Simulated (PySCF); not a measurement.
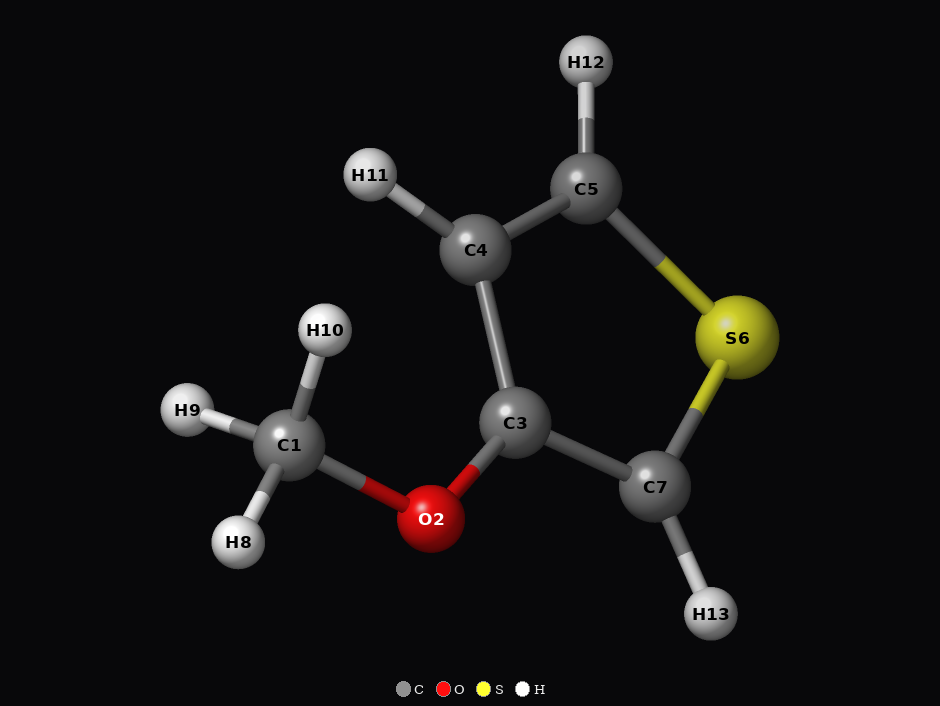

The geometry was computed by an optimisation with PBE0-D3(BJ)/def2-SVP. No frequency run is at hand to confirm it as a minimum. Electric field gradients from the ground-state density, PBE0/pcSseg-1 (PySCF 2.14.0), non-relativistic apart from any core potentials.

Give the largest field-gradient component, the quadrupole coupling constant and the asymmetry for 17O at O2 (Q = −25.6 mb), 33S at S6 (Q = −67.81 mb), 2H at H8 (Q = 2.86 mb), 2H at H9 (Q = 2.86 mb), 2H at H11 (Q = 2.86 mb), 2H at H12 (Q = 2.86 mb).

| atom | V_zz (a.u.) | e²qQ/h (MHz) | η |
| --- | --- | --- | --- |
| O2 | 1.980 | −11.91 | 0.73 |
| S6 | 1.850 | −29.5 | 0.57 |
| H8 | 0.289 | 0.194 | 0.08 |
| H9 | 0.274 | 0.184 | 0.08 |
| H11 | 0.314 | 0.211 | 0.09 |
| H12 | 0.314 | 0.211 | 0.10 |
